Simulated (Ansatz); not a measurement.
```xyz
10

Si   -1.1609    0.2417   -0.6852
Si    0.6823   -1.0608   -0.0615
H    -1.9698   -0.5487   -1.6519
H    -1.9911    0.5563    0.5042
H    -0.7050    1.4939   -1.3386
H     1.0959    1.2702    1.4014
F     0.6916    2.0923    1.5417
H     1.5647   -0.3360    0.9101
H     0.2585   -2.3153    0.6125
H     1.5339   -1.3936   -1.2328
```

The reactant side of a reaction path; geometry: PBE0-D4/def2-TZVP.

All numbers below come from Ansatz, RKS PBE0-D4/def2-TZVPP.

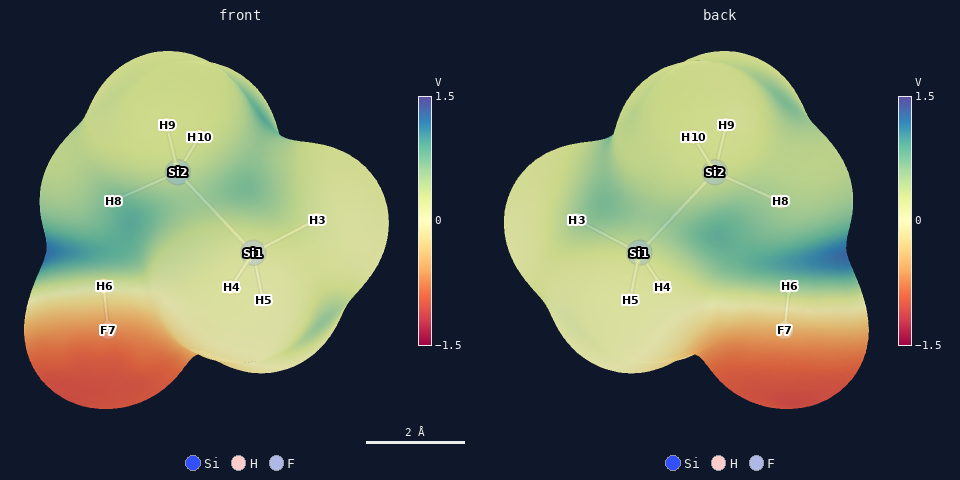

H6Si2···HF. The electrostatic potential painted on the density surface at 0.001 e/bohr³, seen from the front and from behind; red is negative and blue positive.

Where is the surface potential most negative and most positive?

Answer. The most negative region (about −1.1 V) lies over F7, the most positive (about +1.3 V) over H6.
